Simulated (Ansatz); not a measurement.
**InClF2 (SMILES [F][In]([F])[Cl]) at B2PLYP/def2-SVP (core potential)**

What is the energy change on altering one bond length of InClF2 at B2PLYP/def2-SVP (core potential)? 

The results are computed with Ansatz 0.2.0.

54 further runs of the same task are left out: 3 that didn't finish, 51 set aside as unsound or not needed.

### 1 The structure to begin with

InClF2 has 4 atoms, charge 0, and is taken as a singlet. As SMILES, `[F][In]([F])[Cl]`. Geometry: relaxed at PBE0-D4/def2-TZVP.

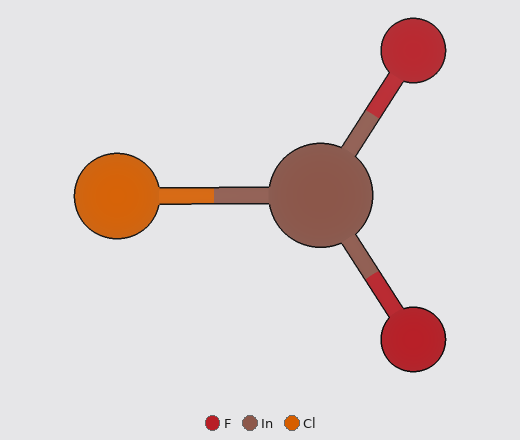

Viewed from a chosen angle; fluorine red, indium brown, chlorine orange.

### 2 The energy at B2PLYP/def2-SVP (core potential)

Input file input.yaml:

```yaml
crystal:
  periodic: [false, false, false]
  atoms:
    - symbol: F
      position_ang: [0.588200, 0.614600, 1.749600]
    - symbol: In
      position_ang: [0.046700, -0.040500, 0.025100]
    - symbol: F
      position_ang: [0.831500, -1.720700, -0.482100]
    - symbol: Cl
      position_ang: [-1.410900, 1.086300, -1.312800]
basis:
  gaussian:
    orbitals: def2-SVP
hamiltonian:
  xc: {name: B2PLYP}
correlation:
  frozen_orbitals: {Cl: 5, F: 1, In: 4}
accuracy: high
output: {orbitals: {seedname: orbitals}}
```

On the command line:

```
$ ansatz run input.yaml --threads 1 --pin off --max-ram 3480MiB --events-out events.jsonl --progress --plain --runs-dir runs
```

The log of the run:

```text
Warning: RAYON_NUM_THREADS=1 ignored (pool sized by the plan → 1); use --threads N
Functional definition: B2PLYP
  name "B2PLYP"
  parameter a = 0.53
  parameter c = 0.27
  exchange = (1 - a)*b88_x + a*exact_x
  correlation = (1 - c)*lyp_c + c*(mp2_os + mp2_ss)
1486 factors; integrals over basis functions are off by at most 3.0e-9 eV
mean field evaluation 1: about -23099.2991 eV, gradient 4.9e1 eV
mean field evaluation 2: about -23099.3918 eV, gradient 4.9e1 eV
mean field evaluation 4: about -23103.6575 eV, gradient 2.6e0 eV
mean field evaluation 8: about -23103.6943 eV, gradient 9.7e-2 eV
mean field evaluation 16: about -23103.6944 eV, gradient 6.4e-5 eV
mean field -23103.69436856 eV, -849.0451077981 hartree, gradient 5.0e-8 eV, S^2 0.000000; 0 other end points of the search recorded, 0 dependent functions left out
11 core orbitals not correlated: weight in the atoms' cores, before any rotation towards them, 1.000 or more for the frozen orbitals, at most 0.000 for the correlated occupied ones
reference -23103.69439291 eV, -849.0451086928 hartree; 17, 17 occupied and 44, 44 virtual orbitals, 1486 factors
second order -19.62566499 eV of doubles, -0.00000000 eV of singles
Total energy: -23108.99332245 eV, -849.2398407619 hartree
```

It took 7.2 s on 1 thread of Arm Neoverse V2, shared host; peak memory 0.22 GiB.

### 3 The distorted shape at the same level

Input file job.yaml:

```yaml
crystal:
  periodic: [false, false, false]
  atoms:
    - {symbol: F, position_ang: [-0.039637, 1.958754, 2.155358]}
    - {symbol: In, position_ang: [-0.581137, 1.303654, 0.430858]}
    - {symbol: F, position_ang: [0.831500, -1.720700, -0.482100]}
    - {symbol: Cl, position_ang: [-2.038737, 2.430454, -0.907042]}
basis:
  gaussian:
    orbitals: def2-SVP
hamiltonian:
  xc: {name: B2PLYP}
correlation:
  frozen_orbitals: {Cl: 5, F: 1, In: 4}
accuracy: high
output:
  orbitals: {seedname: orbitals}
```

On the command line:

```
$ ansatz run job.yaml --threads 1 --pin off --max-ram 3480MiB --events-out events.jsonl --progress --plain --runs-dir runs
```

The log of the run (excerpt; [...] marks lines left out):

```text
Warning: RAYON_NUM_THREADS=1 ignored (pool sized by the plan → 1); use --threads N
[... 2 set-up lines as earlier in the session ...]
[...]
1438 factors; integrals over basis functions are off by at most 5.5e-9 eV
[...]
mean field -23098.84490847 eV, -848.8668934269 hartree, gradient 7.2e-8 eV, S^2 0.000000; 0 other end points of the search recorded, 0 dependent functions left out; unrestricted orbitals would lower it
11 core orbitals not correlated: weight in the atoms' cores, before any rotation towards them, 1.000 or more for the frozen orbitals, at most 0.000 for the correlated occupied ones
reference -23098.84493324 eV, -848.8668943370 hartree; 17, 17 occupied and 44, 44 virtual orbitals, 1438 factors
second order -22.07975501 eV of doubles, -0.00000000 eV of singles
Total energy: -23104.80646709 eV, -849.0859766653 hartree
```

Wall time 7.2 s (1 thread of Arm Neoverse V2, shared host); peak memory 0.28 GiB.

### 4 Results

At B2PLYP/def2-SVP (core potential), 11 core orbitals frozen:

```
                                                          quantity          value
                                         first shape: total energy  -849.23984 Eh
                    first shape: HOMO energy (SCF part's orbitals)      -11.00 eV
                    first shape: LUMO energy (SCF part's orbitals)       -1.79 eV
                  first shape: HOMO–LUMO gap (SCF part's orbitals)        9.22 eV
                                     distorted shape: total energy  -849.08598 Eh
                distorted shape: HOMO energy (SCF part's orbitals)       -8.63 eV
                distorted shape: LUMO energy (SCF part's orbitals)       -4.84 eV
              distorted shape: HOMO–LUMO gap (SCF part's orbitals)        3.79 eV
energy change with the In2–F3 bond stretched from 1.923 to 3.461 Å       4.187 eV
```

What this shows: With the In2–F3 bond stretched from 1.923 to 3.461 Å the energy rises by 4.19 eV (97 kcal/mol). The first shape isn't relaxed at this level, so the change isn't measured from a minimum. The restricted solution (distorted shape) is unstable to spin breaking: an unrestricted one lies lower.
